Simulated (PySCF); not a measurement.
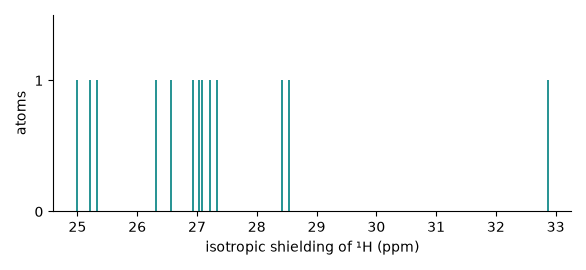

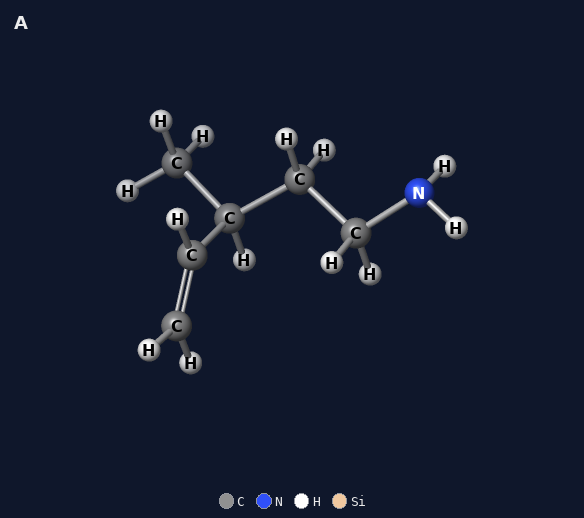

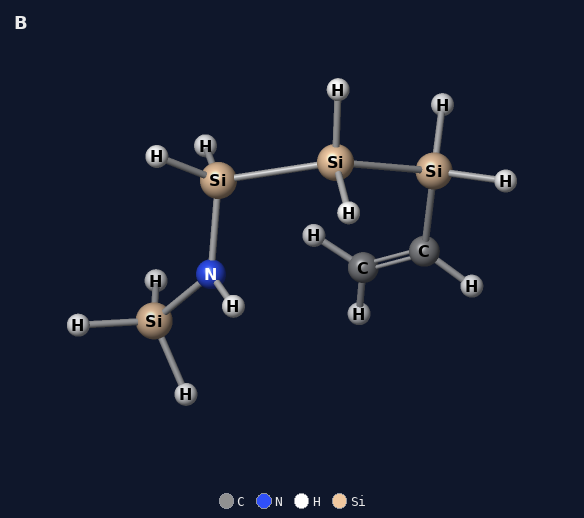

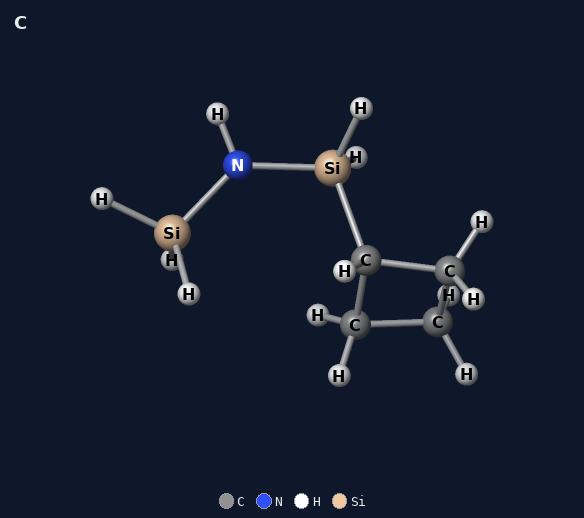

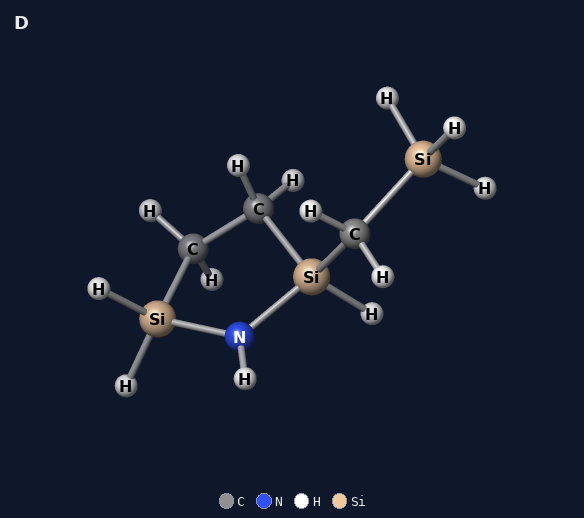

The sticks are computed shieldings of one of the molecules, for one fixed geometry (GFN2-xTB) without averaging over rotations. Low shielding means a high chemical shift. Method: GIAO PBE0/pcSseg-1 NMR shielding, non-relativistic, gas phase (PySCF 2.14.0).

Which molecule gives this pattern?

Answer. B, `C=C[SiH2][SiH2][SiH2]N[SiH3]`. Its 13 H atoms give lines at 24.99, 25.21, 25.33, 26.31, 26.57, 26.93, 27.04, 27.08, 27.22, 27.33, 28.42, 28.55, 32.87 ppm.

The geometry is semi-empirical. Around Si such bond lengths and angles can be off by a tenth of an ångström or more and by several degrees, and values that hang on the shape move with them.
